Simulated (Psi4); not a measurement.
**Run report: C4F6, single-point calculation**

The run: single-point calculation of C4F6, SMILES FC1=C(F)C(F)(F)C1(F)F. Method and program: MP2/def2-SVP, RHF (Psi4 1.11).

The geometry comes from this level: PBE0-D4/def2-TZVP.

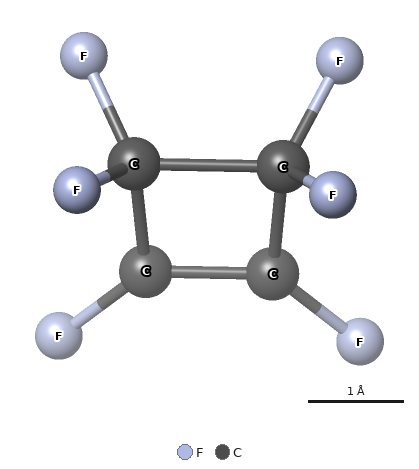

Figure 1. The input geometry (ball-and-stick view, seen at a tilt). Bond lengths as drawn: C–C 1.33 to 1.57 Å and C–F 1.30 to 1.34 Å.

### The input (c4f6.json)
```
{
  "schema_name": "qcschema_input",
  "schema_version": 1,
  "molecule": {
    "schema_name": "qcschema_molecule",
    "schema_version": 2,
    "symbols": ["F", "C", "C", "F", "C", "F", "F", "C", "F", "F"],
    "geometry": [-0.13628705, -4.37704034, 1.44305156, -0.16542662, -2.09721805, 0.52351083, -1.14579764, -1.01765531, -1.53339937, -2.46786894, -1.80952615, -3.44886356, -0.18375697, 1.56633729, -0.90618037, -1.93069539, 3.34194286, -0.44748715, 1.51512571, 2.55768762, -2.50180842, 0.96842795, 0.29778304, 1.51055258, 0.05028561, 1.16108553, 3.70754817, 3.49595554, 0.37660352, 1.65305682],
    "molecular_charge": 0,
    "molecular_multiplicity": 1,
    "fix_symmetry": "c1"
  },
  "driver": "energy",
  "model": {
    "method": "mp2",
    "basis": "def2-SVP"
  },
  "keywords": {
    "puream": true,
    "e_convergence": 1e-09,
    "d_convergence": 1e-08,
    "scf_type": "pk",
    "num_frozen_docc": 10,
    "mp2_type": "conv"
  }
}
```

Launch command:
```bash
psi4 --qcschema c4f6.json -n 1 --memory 2200MB
```

### The program's output
```
Psi4 1.11 release

   => Loading Basis Set <=

    Name: DEF2-SVP
    Role: ORBITAL
    Keyword: BASIS

         ---------------------------------------------------------
                                   SCF
                              RHF Reference
                        1 Threads,   2098 MiB Core
         ---------------------------------------------------------

  ==> Geometry <==

    Molecular point group: c1
    Full point group: C1

    Geometry (in Bohr), charge = 0, multiplicity = 1:

       Center              X                  Y                   Z               Mass
    ------------   -----------------  -----------------  -----------------  -----------------
         F           -0.159031074145    -4.431076092276     1.425534428280    18.998403162730
         C           -0.188170644145    -2.151253802276     0.505993698280    12.000000000000
         C           -1.168541664145    -1.071691062276    -1.550916501720    12.000000000000
         F           -2.490612964145    -1.863561902276    -3.466380691720    18.998403162730
         C           -0.206500994145     1.512301537724    -0.923697501720    12.000000000000
         F           -1.953439414145     3.287907107724    -0.465004281720    18.998403162730
         F            1.492381685855     2.503651867724    -2.519325551720    18.998403162730
         C            0.945683925855     0.243747287724     1.493035448280    12.000000000000
         F            0.027541585855     1.107049777724     3.690031038280    18.998403162730
         F            3.473211515855     0.322567767724     1.635539688280    18.998403162730

  Running in c1 symmetry.

  Rotational constants: A =      0.04929  B =      0.04844  C =      0.03291 [cm^-1]
  Rotational constants: A =   1477.70331  B =   1452.23229  C =    986.64868 [MHz]
  Nuclear repulsion =  597.085670754075636

  Charge       = 0
  Multiplicity = 1
  Electrons    = 78
  Nalpha       = 39
  Nbeta        = 39

  ==> Algorithm <==

  SCF Algorithm Type is PK.
  DIIS enabled.
  MOM disabled.
  Fractional occupation disabled.
  Guess Type is SAD.
  Energy threshold   = 1.00e-09
  Density threshold  = 1.00e-08
  Integral threshold = 1.00e-12

  ==> Primary Basis <==

  Basis Set: DEF2-SVP
    Blend: DEF2-SVP
    Number of shells: 60
    Number of basis functions: 140
    Number of Cartesian functions: 150
    Spherical Harmonics?: true
    Max angular momentum: 2

  ==> Integral Setup <==

  Using in-core PK algorithm.
   Calculation information:
      Number of atoms:                  10
      Number of AO shells:              60
      Number of primitives:            120
      Number of atomic orbitals:       150
      Number of basis functions:       140

      Integral cutoff                 1.00e-12
      Number of threads:                 1

  Performing in-core PK
  Using 97426770 doubles for integral storage.
  We computed 1283874 shell quartets total.
  Whereas there are 1675365 unique shell quartets.

  ==> DiskJK: Disk-Based J/K Matrices <==

    J tasked:                  Yes
    K tasked:                  Yes
    wK tasked:                  No
    Memory [MiB]:             1573
    Schwarz Cutoff:          1E-12

  Minimum eigenvalue in the overlap matrix is 1.7769856492E-04.
  Reciprocal condition number of the overlap matrix is 3.1227019276E-05.
    Using symmetric orthogonalization.

  ==> Pre-Iterations <==

  SCF Guess: Superposition of Atomic Densities via on-the-fly atomic UHF (no occupation information).

   -------------------------
    Irrep   Nso     Nmo
   -------------------------
     A        140     140
   -------------------------
    Total     140     140
   -------------------------

  ==> Iterations <==

                        Total Energy        Delta E     RMS |[F,P]|

   @RHF iter SAD:  -747.09519236427332   -7.47095e+02   0.00000e+00
   @RHF iter   1:  -747.26918791091612   -1.73996e-01   4.23615e-03 ADIIS/DIIS
   @RHF iter   2:  -747.37320887831402   -1.04021e-01   2.39094e-03 ADIIS/DIIS
   @RHF iter   3:  -747.41034651965242   -3.71376e-02   4.46349e-04 ADIIS/DIIS
   @RHF iter   4:  -747.41242752724747   -2.08101e-03   9.78558e-05 DIIS
   @RHF iter   5:  -747.41258999530305   -1.62468e-04   3.18103e-05 DIIS
   @RHF iter   6:  -747.41260306783818   -1.30725e-05   1.09654e-05 DIIS
   @RHF iter   7:  -747.41260500249950   -1.93466e-06   1.88368e-06 DIIS
   @RHF iter   8:  -747.41260504868774   -4.61882e-08   5.05251e-07 DIIS
   @RHF iter   9:  -747.41260505201728   -3.32955e-09   8.83130e-08 DIIS
   @RHF iter  10:  -747.41260505218270   -1.65414e-10   2.85154e-08 DIIS
   @RHF iter  11:  -747.41260505219839   -1.56888e-11   6.54233e-09 DIIS
  Energy and wave function converged.

  ==> Post-Iterations <==

    Orbital Energies [Eh]
    ---------------------

    Doubly Occupied:

       1A    -26.375835     2A    -26.375717     3A    -26.346730
       4A    -26.346702     5A    -26.346645     6A    -26.346616
       7A    -11.472006     8A    -11.471556     9A    -11.400567
      10A    -11.398952    11A     -1.703214    12A     -1.687504
      13A     -1.686999    14A     -1.679023    15A     -1.626976
      16A     -1.616932    17A     -1.253758    18A     -0.987765
      19A     -0.974678    20A     -0.883371    21A     -0.871357
      22A     -0.854637    23A     -0.836355    24A     -0.814037
      25A     -0.805527    26A     -0.793602    27A     -0.773840
      28A     -0.754155    29A     -0.745675    30A     -0.739791
      31A     -0.731493    32A     -0.716497    33A     -0.696401
      34A     -0.678091    35A     -0.665740    36A     -0.639488
      37A     -0.616594    38A     -0.526997    39A     -0.452765

    Virtual:

      40A      0.115468    41A      0.185527    42A      0.270586
      43A      0.326025    44A      0.326813    45A      0.347427
      46A      0.372519    47A      0.439068    48A      0.542520
      49A      0.547017    50A      0.563428    51A      0.624027
      52A      0.627513    53A      0.631141    54A      0.636253
      55A      0.661970    56A      0.676978    57A      0.728533
      58A      0.733055    59A      0.742715    60A      0.798636
      61A      0.866722    62A      0.885022    63A      0.888011
      64A      0.894495    65A      1.021866    66A      1.091080
      67A      1.298910    68A      1.300021    69A      1.345271
      70A      1.392414    71A      1.404412    72A      1.443816
      73A      1.464463    74A      1.491363    75A      1.553108
      76A      1.605222    77A      1.613974    78A      1.616108
      79A      1.658883    80A      1.659510    81A      1.686191
      82A      1.692847    83A      1.695098    84A      1.722467
      85A      1.781142    86A      1.787398    87A      1.844020
      88A      1.889157    89A      1.927224    90A      1.953022
      91A      2.051310    92A      2.074493    93A      2.137917
      94A      2.138851    95A      2.174807    96A      2.190632
      97A      2.217596    98A      2.283522    99A      2.333404
     100A      2.347280   101A      2.371647   102A      2.428185
     103A      2.458735   104A      2.525103   105A      2.594570
     106A      2.613132   107A      2.613574   108A      2.727688
     109A      2.864521   110A      3.041639   111A      3.380509
     112A      3.388149   113A      3.394677   114A      3.397563
     115A      3.403215   116A      3.405877   117A      3.411109
     118A      3.420003   119A      3.421159   120A      3.442918
     121A      3.444808   122A      3.465134   123A      3.465392
     124A      3.530544   125A      3.614900   126A      3.640491
     127A      3.680480   128A      3.743318   129A      3.758967
     130A      3.777577   131A      3.829950   132A      3.864110
     133A      3.953136   134A      4.092005   135A      4.094271
     136A      4.155669   137A      4.196909   138A      4.232758
     139A      4.310200   140A      4.412336

    Final Occupation by Irrep:
              A
    DOCC [    39 ]
    NA   [    39 ]
    NB   [    39 ]

  @RHF Final Energy:  -747.41260505219839

   => Energetics <=

    Nuclear Repulsion Energy =            597.0856707540756361
    One-Electron Energy =               -2225.6073828330368087
    Two-Electron Energy =                 881.1091070267627856
    Total Energy =                       -747.4126050521983871

Computation Completed

Properties will be evaluated at   0.000000,   0.000000,   0.000000 [a0]

Properties computed using the SCF density matrix

 Multipole Moments:

 ------------------------------------------------------------------------------------
     Multipole            Electronic (a.u.)      Nuclear  (a.u.)        Total (a.u.)
 ------------------------------------------------------------------------------------

 L = 1.  Multiply by 2.5417464519 to convert [e a0] to [Debye]
 Dipole X            :         -0.0051626           -0.1947142           -0.1998769
 Dipole Y            :         -0.0122955           -0.4625295           -0.4748250
 Dipole Z            :         -0.0040109           -0.1499575           -0.1539684
 Magnitude           :                                                    0.5376949

 ------------------------------------------------------------------------------------

	total time  =          5 seconds =       0.08 minutes
 MINTS: Wrapper to libmints.

   Calculation information:
      Number of threads:                 1
      Number of atoms:                  10
      Number of AO shells:              60
      Number of SO shells:              60
      Number of primitives:            120
      Number of atomic orbitals:       150
      Number of basis functions:       140

      Number of irreps:                  1
      Integral cutoff                 1.00e-12
      Number of functions per irrep: [ 140 ]

 OEINTS: Overlap, kinetic, potential, dipole, and quadrupole integrals
         stored in file 35.

      Computing two-electron integrals...done
      Computed 36636332 non-zero two-electron integrals.
        Stored in file 33.

  Module OCC Options:
  ----------------------------------------------------------------------------
  ACTIVE                        => (empty)
  BASIS_RELATIVISTIC            => (empty)
  BENCH                         => (empty)
  CACHELEVEL                    => (empty)
  CCL_ENERGY                    => (empty)
  CC_MAXITER                    => (empty)
  CC_TYPE                       => (empty)
  CEPA_OS_SCALE                 => (empty)
  CEPA_SOS_SCALE                => (empty)
  CEPA_SS_SCALE                 => (empty)
  CEPA_TYPE                     => (empty)
  CI_TYPE                       => (empty)
  CUBEPROP_BASIS_FUNCTIONS      => (empty)
  CUBEPROP_FILEPATH             => (empty)
  CUBEPROP_ISOCONTOUR_THRESHOLD => (empty)
  CUBEPROP_ORBITALS             => (empty)
  CUBEPROP_TASKS                => (empty)
  CUBIC_BASIS_TOLERANCE         => (empty)
  CUBIC_BLOCK_MAX_POINTS        => (empty)
  CUBIC_GRID_OVERAGE            => (empty)
  CUBIC_GRID_SPACING            => (empty)
  CUTOFF                        => (empty)
  DDX                           => (empty)
  DEBUG                         => (empty)
  DERTYPE                       => (empty)
  DF_BASIS_CC                   => (empty)
  DIE_IF_NOT_CONVERGED          => (empty)
  DIIS_MAX_VECS                 => (empty)
  DIIS_MIN_VECS                 => (empty)
  DKH_ORDER                     => (empty)
  DOCC                          => (empty)
  DO_DIIS                       => (empty)
  DO_LEVEL_SHIFT                => (empty)
  DO_SCS                        => (empty)
  DO_SOS                        => (empty)
  E3_SCALE                      => (empty)
  EA_POLES                      => (empty)
  EKT_EA                        => (empty)
  EKT_IP                        => (empty)
  EP_EA_POLES                   => (empty)
  EP_IP_POLES                   => (empty)
  EP_MAXITER                    => (empty)
  EXTERNAL_POTENTIAL_SYMMETRY   => (empty)
  E_CONVERGENCE                 => 1e-09           !
  FREEZE_CORE                   => (empty)
  FREEZE_CORE_POLICY            => (empty)
  FROZEN_DOCC                   => (empty)
  FROZEN_UOCC                   => (empty)
  INTEGRAL_PACKAGE              => (empty)
  IP_POLES                      => (empty)
  LEVEL_SHIFT                   => (empty)
  LITERAL_CFOUR                 => (empty)
  LS_THC_BASIS_TOLERANCE        => (empty)
  LS_THC_DF                     => (empty)
  LS_THC_PRUNING_SCHEME         => (empty)
  LS_THC_RADIAL_POINTS          => (empty)
  LS_THC_SPHERICAL_POINTS       => (empty)
  LS_THC_S_EPSILON              => (empty)
  LS_THC_WEIGHTS_TOLERANCE      => (empty)
  MAT_NUM_COLUMN_PRINT          => (empty)
  MAX_MOGRAD_CONVERGENCE        => (empty)
  MAX_RADIAL_MOMENT             => (empty)
  MBIS_D_CONVERGENCE            => (empty)
  MBIS_MAXITER                  => (empty)
  MBIS_PRUNING_SCHEME           => (empty)
  MBIS_RADIAL_POINTS            => (empty)
  MBIS_SPHERICAL_POINTS         => (empty)
  MOGRAD_DAMPING                => (empty)
  MOLDEN_WITH_VIRTUAL           => (empty)
  MO_MAXITER                    => (empty)
  MO_READ                       => (empty)
  MO_STEP_MAX                   => (empty)
  MO_WRITE                      => (empty)
  MP2_OS_SCALE                  => (empty)
  MP2_SOS_SCALE                 => (empty)
  MP2_SOS_SCALE2                => (empty)
  MP2_SS_SCALE                  => (empty)
  MP2_TYPE                      => CONV            !
  MP_TYPE                       => (empty)
  NAT_ORBS                      => (empty)
  NUM_FROZEN_DOCC               => 10              !
  NUM_FROZEN_UOCC               => (empty)
  NUM_GPUS                      => (empty)
  OCC_ORBS_PRINT                => (empty)
  OEPROP                        => (empty)
  OPT_METHOD                    => (empty)
  ORBITAL_OPTIMIZER_PACKAGE     => (empty)
  ORB_OPT                       => FALSE           !
  ORB_RESP_SOLVER               => (empty)
  ORTH_TYPE                     => (empty)
  OS_SCALE                      => (empty)
  PARENT_SYMMETRY               => (empty)
  PCG_BETA_TYPE                 => (empty)
  PCG_CONVERGENCE               => (empty)
  PCG_MAXITER                   => (empty)
  PCM                           => (empty)
  PE                            => (empty)
  PRINT                         => (empty)
  PRINT_NOONS                   => (empty)
  PROPERTIES                    => (empty)
  PROPERTIES_ORIGIN             => (empty)
  PUREAM                        => TRUE            !
  QC_MODULE                     => (empty)
  RAS1                          => (empty)
  RAS2                          => (empty)
  RAS3                          => (empty)
  RAS4                          => (empty)
  RELATIVISTIC                  => (empty)
  RELAXED                       => (empty)
  REMP_A                        => (empty)
  RESTRICTED_DOCC               => (empty)
  RESTRICTED_UOCC               => (empty)
  RMS_MOGRAD_CONVERGENCE        => (empty)
  R_CONVERGENCE                 => (empty)
  SCF_TYPE                      => PK              !
  SCREENING                     => (empty)
  SCS_TYPE                      => (empty)
  SOCC                          => (empty)
  SOS_TYPE                      => (empty)
  SPIN_SCALE_TYPE               => NONE            !
  SS_SCALE                      => (empty)
  SYMMETRIZE                    => (empty)
  TPDM_ABCD_TYPE                => (empty)
  WFN                           => (empty)
  WFN_TYPE                      => OMP2            !
  WRITER_FILE_LABEL             => (empty)
  ZORA_BASIS_TOLERANCE          => (empty)
  ZORA_NR_DEBUG                 => (empty)
  ZORA_PRUNING_SCHEME           => (empty)
  ZORA_RADIAL_POINTS            => (empty)
  ZORA_SPHERICAL_POINTS         => (empty)

 ==============================================================================
 ==============================================================================
 ==============================================================================

                             MP2

 ==============================================================================
 ==============================================================================
 ==============================================================================

	MO spaces per irreps...

	IRREP   FC    OCC   VIR  FV
	==============================
	   A    10    29   101    0
	==============================

	Memory is   2200 MB
	Cost of iabc is    304 MB
	Cost of abcd is    792 MB
	Switching to the incore algorithm for iabc..
	Switching to the incore algorithm for abcd..

	Computing MP2 energy using SCF MOs (Canonical MP2)...
	==============================================================================
	Nuclear Repulsion Energy (a.u.)    :   597.08567075407564
	SCF Energy (a.u.)                  :  -747.41260505219839
	REF Energy (a.u.)                  :  -747.41260505219839
	Alpha-Alpha Contribution (a.u.)    :    -0.22131327472552
	Alpha-Beta Contribution (a.u.)     :    -1.15052727878469
	Beta-Beta Contribution (a.u.)      :    -0.22131327472552
	Scaled_SS Correlation Energy (a.u.):    -0.14754218315034
	Scaled_OS Correlation Energy (a.u.):    -1.38063273454163
	SCS-MP2 Total Energy (a.u.)        :  -748.94077996989040
	SOS-MP2 Total Energy (a.u.)        :  -748.79323778674006
	SCSN-MP2 Total Energy (a.u.)       :  -748.19162777923225
	SCS-MP2-VDW Total Energy (a.u.)    :  -749.10659324376843
	SOS-PI-MP2 Total Energy (a.u.)     :  -749.02334324249694
	MP2 Correlation Energy (a.u.)      :    -1.59315382823572
	MP2 Total Energy (a.u.)            :  -749.00575888043409
	==============================================================================

	total time  =          6 seconds =       0.10 minutes

    Psi4 run time: 0:00:14.59
```

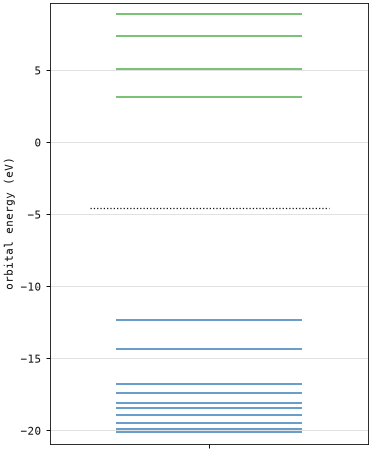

Figure 2. Orbital energies near the frontier (SCF reference); the dotted line parts filled from empty levels, and levels within 0.02 eV of each other stand side by side. Highest filled −12.32 eV, lowest empty 3.14 eV, 15.46 eV apart.

### Summary

| quantity | value |
| --- | --- |
| outcome | converged |
| total energy | −749.005759 hartree |
| SCF energy | −747.412605 hartree |
| MP2 energy | −749.005759 hartree |
| correlation energy | −1.593154 hartree |
| basis functions | 140 |
| HOMO of the SCF reference | −12.32 eV |
| LUMO of the SCF reference | 3.14 eV |
| hardware | 1 thread of Intel Xeon (Granite Rapids), 64 GiB of memory available, shared host |
| wall time | 16 s |
| peak memory | 1.4 GiB |
